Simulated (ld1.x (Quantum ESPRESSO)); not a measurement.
**An RRKJ potential for tin, from input to tests**

Aim: build the potential from the settings below, then test how well it stands in for the atom: other configurations, scattering, ghost states and the plane-wave cutoff that it needs.

The numbers are computed with ld1.x (Quantum ESPRESSO) 7.5 (PBEsol, scalar-relativistic, spin-unpolarised reference atom).

### Step 1. The atom and the settings

The settings as typed:

```
element                 : tin (Sn, Z = 50)
type                    : norm-conserving RRKJ (Kleinman–Bylander form)
frozen core             : [Kr] 4d10
valence charge          : 4
reference configuration : 5s2 5p2
partial waves           : 5p (bound): rc 2.75 bohr; 5d channel at -0.05 Ry: rc 2.25 bohr; 5s (bound): rc 1.45 bohr
local potential         : the s channel
core correction         : Bessel-smoothed model core inside 0.90 bohr
```

The nodes and maxima of the atom's own shells, from an earlier all-electron run, set the scale for the radii.

All-electron outer shells of the reference configuration (PBEsol, scalar-relativistic, ld1.x):

```csv
shell,level (eV),outermost node (bohr),outermost maximum (bohr)
4p,-89.56,0.41,0.79
4d,-25.79,0.39,0.88
5s,-10.59,0.98,2.01
5p,-3.71,1.09,2.55
```

### Step 2. Generating the potential

Sn.in reads:

```
 &input
   title='Sn', zed=50., rel=1, dft='PBESOL', iswitch=3,
   config='[Kr] 4d10 5s2 5p2 5d-2',
   nld=3, rlderiv=3.00, eminld=-3.0, emaxld=5.0, deld=0.02
 /
 &inputp
   pseudotype=2, tm=.false., lloc=0,
   nlcc=.true., new_core_ps=.true., rcore=0.90,
   file_pseudopw='Sn.UPF', file_wfcaegen='ae.wfc', file_wfcncgen='nc.wfc', file_beta='beta', file_chi='chi'
 /
3
5P  2  1   2.00   0.00  2.75  2.75  0.0
5D  3  2  -2.00  -0.05  2.25  2.25  0.0
5S  1  0   2.00   0.00  1.45  1.45  0.0
 &test
   configts(1)='5s2 5p2'
 /
```

Run with:

```
$ ld1.x < Sn.in > Sn.out
```

Output in Sn.out (without the banner and most projector matrices):

```text
     Program LD1 v.7.5
     --------------------------- All-electron run ----------------------------

     Sn
     scalar relativistic calculation

     atomic number is 50.00
     dft =PBESOL   lsd =0 sic =0 latt =0  beta=0.20 tr2=1.0E-14
     Exchange-correlation= PBESOL
                           (   1   4  10   8   0   0   0)
     mesh =1243 r(mesh) = 100.78374 a.u. xmin = -7.00 dx = 0.01250
     1 Ry =  13.60569312 eV, c = 137.03599908

     n l     nl                  e(Ry)          e(Ha)          e(eV)
     1 0     1S 1( 2.00)     -2131.3869     -1065.6934    -28998.9959
     2 0     2S 1( 2.00)      -321.7812      -160.8906     -4378.0568
     2 1     2P 1( 6.00)      -288.9123      -144.4562     -3930.8524
     3 0     3S 1( 2.00)       -62.0766       -31.0383      -844.5950
     3 1     3P 1( 6.00)       -51.3374       -25.6687      -698.4806
     4 0     4S 1( 2.00)        -9.8300        -4.9150      -133.7441
     4 1     4P 1( 6.00)        -6.5828        -3.2914       -89.5638
     3 2     3D 1(10.00)       -34.7934       -17.3967      -473.3884
     4 2     4D 1(10.00)        -1.8957        -0.9478       -25.7922
     5 0     5S 1( 2.00)        -0.7787        -0.3894       -10.5950
     5 1     5P 1( 2.00)        -0.2726        -0.1363        -3.7085

     final scf error:  4.6E-15 reached in  32 iterations

     Etot =  -12348.908598 Ry,   -6174.454299 Ha, -168015.460795 eV

     Ekin =   12892.427417 Ry,    6446.213708 Ha,  175410.411044 eV
     Encl =  -29868.088921 Ry,  -14934.044460 Ha, -406376.052026 eV
     Eh   =    4950.728466 Ry,    2475.364233 Ha,   67358.092245 eV
     Exc  =    -323.975561 Ry,    -161.987780 Ha,   -4407.912059 eV

     normalization and overlap integrals

     s(1S/1S) =  1.000000  <r> =   0.0291  <r2> =    0.0011  r(max) =   0.0188
     s(2S/2S) =  1.000000  <r> =   0.1256  <r2> =    0.0186  r(max) =   0.1068
     s(2P/2P) =  1.000000  <r> =   0.1096  <r2> =    0.0147  r(max) =   0.0853
     s(3S/3S) =  1.000000  <r> =   0.3396  <r2> =    0.1318  r(max) =   0.3090
     s(3P/3P) =  1.000000  <r> =   0.3379  <r2> =    0.1325  r(max) =   0.3013
     s(4S/4S) =  1.000000  <r> =   0.8185  <r2> =    0.7584  r(max) =   0.7412
     s(4P/4P) =  1.000000  <r> =   0.8860  <r2> =    0.8974  r(max) =   0.7890
     s(3D/3D) =  1.000000  <r> =   0.3147  <r2> =    0.1176  r(max) =   0.2498
     s(4D/4D) =  1.000000  <r> =   1.1000  <r2> =    1.4412  r(max) =   0.8829
     s(5S/5S) =  1.000000  <r> =   2.3928  <r2> =    6.5456  r(max) =   2.0147
     s(5P/5P) =  1.000000  <r> =   3.2290  <r2> =   12.2211  r(max) =   2.5548

     ------------------------ End of All-electron run ------------------------

     --------------------- Generating NC pseudopotential ---------------------

      Generating local pot.: lloc=0, matching radius rcloc =   1.4500

      Computing core charge for nlcc:

       r > 0.91 : true rho core
      Core charge pseudized with two Bessel functions
      Integrated core pseudo-charge :  22.71

      Wfc   5P  rcut= 2.754  Estimated cut-off energy=       23.02 Ry
      This function has    0 nodes for 0 < r <    2.754

      Wfc   5D  rcut= 2.255  Estimated cut-off energy=       42.85 Ry
      This function has    0 nodes for 0 < r <    2.255

     ------------------- End of pseudopotential generation -------------------

     [... the all-electron block is printed once more ...]


     Computing logarithmic derivative in   2.98693
     Computing logarithmic derivative in   2.98693
     Computing the partial wave expansion
       no projector for channel:   0
     R is outside the sphere for l=    1 j= 0.00
     R is outside the sphere for l=    2 j= 0.00

     ---------------------- Testing the pseudopotential ----------------------

     Sn
     scalar relativistic calculation

     atomic number is 50.00   valence charge is  4.00
     dft =PBESOL   lsd =0 sic =0 latt =0  beta=0.20 tr2=1.0E-14
     mesh =1243 r(mesh) = 100.78374 xmin = -7.00 dx = 0.01250

     n l     nl             e AE (Ry)        e PS (Ry)    De AE-PS (Ry)
     1 0     5S   1( 2.00)       -0.77871       -0.77870       -0.00001
     2 1     5P   1( 2.00)       -0.27257       -0.27257        0.00000

     eps = 6.9E-15  iter = 12

     Etot =  -12348.908598 Ry,   -6174.454299 Ha, -168015.460795 eV
     Etotps =   -55.143895 Ry,     -27.571948 Ha,    -750.270914 eV

     Ekin =       2.656769 Ry,       1.328384 Ha,      36.147180 eV
     Encl =     -12.215277 Ry,      -6.107639 Ha,    -166.197311 eV
     Ehrt =       5.167359 Ry,       2.583680 Ha,      70.305507 eV
     Ecxc =     -50.827586 Ry,     -25.413793 Ha,    -691.544540 eV
     (Ecc =     -48.234035 Ry,     -24.117017 Ha,    -656.257478 eV)
     Epseu=       0.074840 Ry,       0.037420 Ha,       1.018250 eV

     ---------------------- End of pseudopotential test ----------------------
```

It took 1.5 s on 1 thread of Neoverse-V1, shared host. This counts the later configuration tests of the new file too.

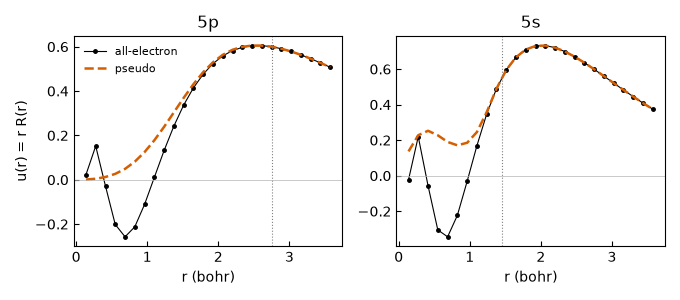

Bound waves of the atom and their pseudo partners (5p, 5s), with the matching radii dotted. The curves join 26 sampled radii, too few to resolve the innermost nodes.

### Step 3. Transferability test

Sn.test.in reads:

```
 &input
   title='Sn', zed=50., rel=1, dft='PBESOL', iswitch=2,
   config='[Kr] 4d10 5s2 5p2 5d-2'
 /
 &test
   file_pseudo='Sn.UPF', nconf=8,
   configts(1)='5s2 5p2',
   configts(2)='5s2 5p1',
   configts(3)='5s2 5p0',
   configts(4)='5s1 5p0',
   configts(5)='5s1 5p2',
   configts(6)='5s2 5p2.3',
   configts(7)='5s1 5p3',
   configts(8)='5s2 5p1.5'
 /
```

Run with:

```
$ ld1.x < Sn.test.in > Sn.test.out
```

Sn.test.out, the pseudopotential blocks:

```text
     ---------------------- Testing the pseudopotential ----------------------

     Sn
     scalar relativistic calculation

     atomic number is 50.00   valence charge is  4.00
     dft =PBESOL   lsd =0 sic =0 latt =0  beta=0.20 tr2=1.0E-14
     mesh =1243 r(mesh) = 100.78374 xmin = -7.00 dx = 0.01250

     n l     nl             e AE (Ry)        e PS (Ry)    De AE-PS (Ry)
     1 0     5S   1( 2.00)       -0.77871       -0.77870       -0.00001
     2 1     5P   1( 2.00)       -0.27257       -0.27257        0.00000

     eps = 6.0E-15  iter = 15

     Etot =  -12348.908598 Ry,   -6174.454299 Ha, -168015.460794 eV
     Etotps =   -55.143895 Ry,     -27.571948 Ha,    -750.270914 eV

     Ekin =       2.656769 Ry,       1.328384 Ha,      36.147179 eV
     Encl =     -12.215277 Ry,      -6.107639 Ha,    -166.197311 eV
     Ehrt =       5.167359 Ry,       2.583680 Ha,      70.305506 eV
     Ecxc =     -50.827586 Ry,     -25.413793 Ha,    -691.544539 eV
     (Ecc =     -48.234035 Ry,     -24.117017 Ha,    -656.257478 eV)
     Epseu=       0.074840 Ry,       0.037420 Ha,       1.018250 eV

     ---------------------- End of pseudopotential test ----------------------

     ---------------------- Testing the pseudopotential ----------------------

     Sn
     [...]
     n l     nl             e AE (Ry)        e PS (Ry)    De AE-PS (Ry)
     1 0     5S   1( 2.00)       -1.31446       -1.31581        0.00135
     2 1     5P   1( 1.00)       -0.75583       -0.75707        0.00124

     eps = 6.1E-15  iter = 12

     Etot =  -12348.401615 Ry,   -6174.200807 Ha, -168008.562931 eV
     Etotps =   -54.636342 Ry,     -27.318171 Ha,    -743.365299 eV
     dEtot_ae =       0.506984 Ry
     dEtot_ps =       0.507553 Ry,   Delta E=      -0.000570 Ry

     [...]
     ---------------------- End of pseudopotential test ----------------------

     ---------------------- Testing the pseudopotential ----------------------

     Sn
     [...]
     n l     nl             e AE (Ry)        e PS (Ry)    De AE-PS (Ry)
     1 0     5S   1( 2.00)       -1.92269       -1.92859        0.00589  !
     2 1     5P   1( 0.00)       -1.30750       -1.31277        0.00527  !

     eps = 7.5E-15  iter = 15

     Etot =  -12347.374720 Ry,   -6173.687360 Ha, -167994.591314 eV
     Etotps =   -53.606242 Ry,     -26.803121 Ha,    -729.350077 eV
     dEtot_ae =       1.533878 Ry
     dEtot_ps =       1.537653 Ry,   Delta E=      -0.003775 Ry

     [...]
     ---------------------- End of pseudopotential test ----------------------

     ---------------------- Testing the pseudopotential ----------------------

     Sn
     [...]
     n l     nl             e AE (Ry)        e PS (Ry)    De AE-PS (Ry)
     1 0     5S   1( 1.00)       -2.64305       -2.67239        0.02935  !
     2 1     5P   1( 0.00)       -1.96311       -1.97956        0.01645  !

     eps = 2.2E-17  iter = 10

     Etot =  -12345.095215 Ry,   -6172.547608 Ha, -167963.577076 eV
     Etotps =   -51.310691 Ry,     -25.655346 Ha,    -698.117521 eV
     dEtot_ae =       3.813383 Ry
     dEtot_ps =       3.833204 Ry,   Delta E=      -0.019821 Ry

     [...]
     ---------------------- End of pseudopotential test ----------------------

     ---------------------- Testing the pseudopotential ----------------------

     Sn
     [...]
     n l     nl             e AE (Ry)        e PS (Ry)    De AE-PS (Ry)
     1 0     5S   1( 1.00)       -1.37992       -1.38828        0.00836  !
     2 1     5P   1( 2.00)       -0.80856       -0.81080        0.00223

     eps = 1.7E-15  iter = 14

     Etot =  -12347.836621 Ry,   -6173.918311 Ha, -168000.875800 eV
     Etotps =   -54.068466 Ry,     -27.034233 Ha,    -735.638957 eV
     dEtot_ae =       1.071977 Ry
     dEtot_ps =       1.075429 Ry,   Delta E=      -0.003452 Ry

     [...]
     ---------------------- End of pseudopotential test ----------------------

     ---------------------- Testing the pseudopotential ----------------------

     Sn
     [...]
     n l     nl             e AE (Ry)        e PS (Ry)    De AE-PS (Ry)
     1 0     5S   1( 2.00)       -0.63908       -0.63903       -0.00004
     2 1     5P   1( 2.30)       -0.14707       -0.14700       -0.00006

     eps = 9.3E-15  iter = 18

     Etot =  -12348.971244 Ry,   -6174.485622 Ha, -168016.313129 eV
     Etotps =   -55.206545 Ry,     -27.603272 Ha,    -751.123308 eV
     dEtot_ae =      -0.062645 Ry
     dEtot_ps =      -0.062650 Ry,   Delta E=       0.000004 Ry

     [...]
     ---------------------- End of pseudopotential test ----------------------

     ---------------------- Testing the pseudopotential ----------------------

     Sn
     [...]
     n l     nl             e AE (Ry)        e PS (Ry)    De AE-PS (Ry)
     1 0     5S   1( 1.00)       -0.84256       -0.84772        0.00517  !
     2 1     5P   1( 3.00)       -0.31868       -0.31897        0.00029

     eps = 2.5E-15  iter = 15

     Etot =  -12348.393493 Ry,   -6174.196746 Ha, -168008.452423 eV
     Etotps =   -54.626539 Ry,     -27.313270 Ha,    -743.231927 eV
     dEtot_ae =       0.515106 Ry
     dEtot_ps =       0.517356 Ry,   Delta E=      -0.002250 Ry

     [...]
     ---------------------- End of pseudopotential test ----------------------

     ---------------------- Testing the pseudopotential ----------------------

     Sn
     [...]
     n l     nl             e AE (Ry)        e PS (Ry)    De AE-PS (Ry)
     1 0     5S   1( 2.00)       -1.03521       -1.03559        0.00037
     2 1     5P   1( 1.50)       -0.50357       -0.50394        0.00037

     eps = 7.4E-15  iter = 12

     Etot =  -12348.715617 Ry,   -6174.357808 Ha, -168012.835147 eV
     Etotps =   -54.950792 Ry,     -27.475396 Ha,    -747.643612 eV
     dEtot_ae =       0.192982 Ry
     dEtot_ps =       0.193103 Ry,   Delta E=      -0.000122 Ry

     [...]
     ---------------------- End of pseudopotential test ----------------------
```

Energies count from the reference configuration 5s2 5p2; the error is all-electron less pseudo.

| valence configuration | charge | ΔE all-electron (eV) | error AE − PS (meV) |
| --- | --- | --- | --- |
| 5s2 5p1 | +1 | 6.898 | -7.8 |
| 5s2 5p0 | +2 | 20.869 | -51 |
| 5s1 5p0 | +3 | 51.884 | -270 |
| 5s1 5p2 | +1 | 14.585 | -47 |
| 5s2 5p2.3 | -0.3 | -0.852 | +0.1 |
| 5s1 5p3 | 0 | 7.008 | -31 |
| 5s2 5p1.5 | +0.5 | 2.626 | -1.7 |

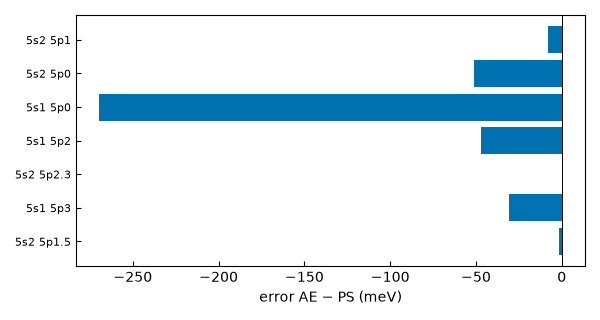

Error of the potential in each test configuration.

### Step 4. Logarithmic derivatives

Taken from the files of the generation run. The phase is arctan(r·u′/u) with u = r·R, unwrapped, with energies in Ry. A pole is an energy at which the radial function vanishes at the test radius. The pseudo phase is shifted by a multiple of π to meet the all-electron one at the reference energy. Levels narrower than the energy grid can be missing from the poles. The last column is the largest difference on the grid between −1 and +1 Ry.

| channel | radius (bohr) | reference (Ry) | poles AE | poles PS | window around the reference with phases within 0.05 rad (Ry) | largest difference near zero (rad) |
| --- | --- | --- | --- | --- | --- | --- |
| s | 2.99 | -0.78 | -0.06 | -0.10, 1.10 | below 0.3 | 2.312 |
| p | 2.99 | -0.27 | 0.98 | 0.98 | below 3.2 | 0.000 |
| d | 2.99 | -0.05 | -1.87, 2.83 | 2.34 | -1.7 to 0.6 | 0.146 |

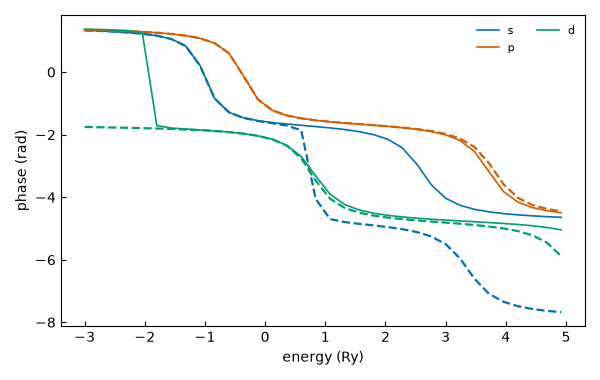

All-electron (solid) and pseudo (dashed) phases against energy.

### Step 5. Plane-wave convergence, by spherical Bessel functions

This step uses the generator's waves and projectors in a separate script. Basis: spherical Bessel functions vanishing at 20 bohr, q² up to the cutoff; potential fixed at the reference.

All-electron valence levels (Ry): 5p -0.2726, 5s -0.7787. The lowest levels of each channel (Ry) by cutoff; the last column sums, over occupied levels, occupation times the distance from the level at 400 Ry. A positive value at high cutoff is not a bound level.

| cutoff (Ry) | p #1 | d #1 | s #1 | f #1 | Σ f·Δε (mRy) |
| --- | --- | --- | --- | --- | --- |
| 8 | -0.2552 | 0.0448 | -0.6672 | 0.1056 | 257.8 |
| 15 | -0.2721 | 0.0373 | -0.6775 | 0.1056 | 203.3 |
| 21 | -0.2726 | -2.9056 | -0.7077 | 0.1056 | 142.1 |
| 35 | -0.2726 | -5.3380 | -0.7669 | 0.1056 | 23.5 |
| 45 | -0.2726 | -5.4253 | -0.7743 | 0.1056 | 8.9 |
| 60 | -0.2726 | -5.5643 | -0.7745 | 0.1056 | 8.4 |
| 80 | -0.2726 | -5.5713 | -0.7748 | 0.1056 | 7.8 |
| 110 | -0.2726 | -5.5771 | -0.7775 | 0.1056 | 2.3 |
| 140 | -0.2726 | -5.5790 | -0.7778 | 0.1056 | 1.7 |
| 160 | -0.2726 | -5.5820 | -0.7783 | 0.1056 | 0.8 |
| 200 | -0.2726 | -5.5831 | -0.7786 | 0.1056 | 0.2 |
| 400 | -0.2726 | -5.5844 | -0.7787 | 0.1056 | 0.0 |

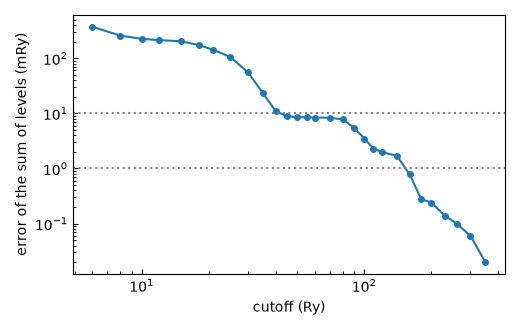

Occupation-weighted error of the valence levels against the cutoff; the dotted lines mark 10 and 1 mRy.

The sum stays within 10 mRy from 45 Ry and within 1 mRy from 160 Ry. The sum leaves out empty levels, which can need more. Ghost test: ghost state, bound below the all-electron valence or empty levels of the same l: d at -76.0 eV.

### Step 6. Outcome

```
                                                quantity                  value
               cutoffs for 10 and 1 mRy, occupied levels       45 Ry and 160 Ry
                                            bound ghosts         d at -75.98 eV
                            largest test error (AE − PS)  -270 meV, for 5s1 5p0
largest phase difference near zero energy, channels read              2.312 rad
```

In words: A bound ghost (d) makes it unfit for use: electrons can fall into a state that the atom doesn't have. The worst unpolarised test, 5s1 5p0, is off by 270 meV on 51.9 eV; by total energies transferability rates as poor. That test lies far up in energy; among those under 40 eV, nearer to bonding, the largest error is 51 meV. It counts as of middling hardness, with 45 Ry needed at the looser tolerance. The tighter tolerance needs 160 Ry, and converged work needs a cutoff nearer that. The slowest occupied level is 5s: taken alone it needs 120 Ry to come within 1 mRy, against 15 Ry for 5p. Of the channels read, s scatters worst near zero energy, by up to 2.31 rad. The pseudo curves have a pole with no partner nearby in the atom's: s at 1.10 Ry. At positive energy that is a spurious or a displaced resonance. All of this concerns the isolated atom, not yet a solid.
